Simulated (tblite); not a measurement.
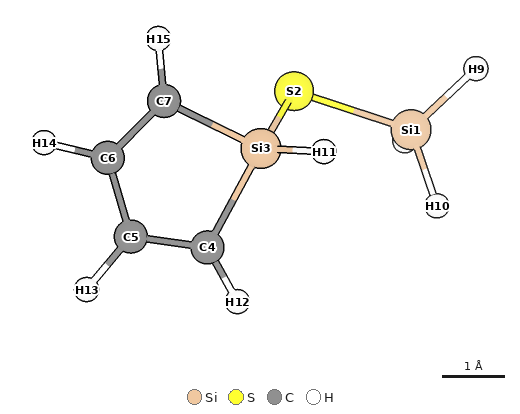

Starting structure of C4H8SSi2. Style: ball-and-stick. Shown at a tilt.

These are results of GFN2-xTB geometry optimisation, gas phase in tblite, not measurements.

```xyz
15

Si    3.3196   -0.2337    0.0116
S     1.3888   -1.1385   -0.2813
Si   -0.1608    0.2466   -0.5794
C    -0.9467    0.8709    0.9719
C    -2.1455    0.3531    1.0487
C    -2.5615   -0.4823   -0.0101
C    -1.7166   -0.6973   -0.9831
H     4.0234   -0.9422    1.0897
H     4.1881   -0.3357   -1.1699
H     3.1483    1.2073    0.3129
H     0.1178    1.3026   -1.5210
H    -0.4368    1.5165    1.6651
H    -2.8067    0.5998    1.9297
H    -3.5678   -0.9641   -0.0406
H    -1.8479   -1.2948   -1.8586
```

> Where does the relaxation end?

The atom that moves furthest after the best rigid fit is H9 (1.90 Å). By element the largest moves are H 1.90 Å, S 0.50 Å, C 0.47 Å, Si 0.43 Å. Near-neighbour distances that change, for instance: S2–Si3 2.100 → 2.158 Å, C5–H13 1.129 → 1.081 Å, C5–C6 1.411 → 1.456 Å, Si3–C4 1.848 → 1.884 Å. Among the angles between lasting bonds that change: Si1–S2–Si3 113.8° → 102.8°, H8–Si1–H9 105.9° → 112.8°, S2–Si3–H11 115.7° → 108.9°. Groups turn about Si1–S2 by about 55°, S2–Si3 by about 35°. After 141 geometry steps the energy has fallen by 39.2 kJ/mol.

Final geometry:

```xyz
15

Si    3.0260   -0.1623    0.3125
S     1.5491   -1.3348   -0.7104
Si   -0.0890    0.0516   -0.9348
C    -0.6061    0.9247    0.6523
C    -1.8416    0.5270    0.9764
C    -2.4669   -0.4403    0.0851
C    -1.7449   -0.8387   -0.9680
H     4.2088   -1.0024    0.2596
H     3.1925    1.0937   -0.4099
H     2.5724    0.0838    1.6758
H     0.1970    0.9438   -2.0554
H    -0.0500    1.6358    1.2396
H    -2.3814    0.8745    1.8463
H    -3.4637   -0.7966    0.3042
H    -2.1063   -1.5515   -1.6877
```

After the run, drawn alike:

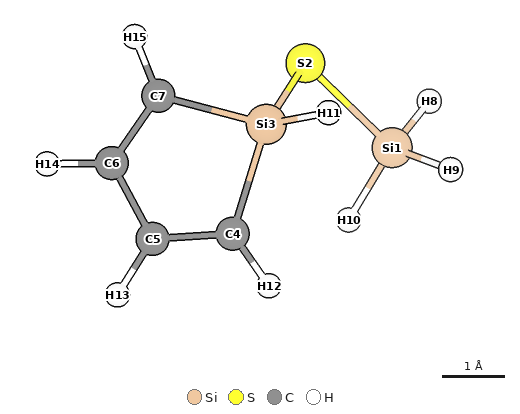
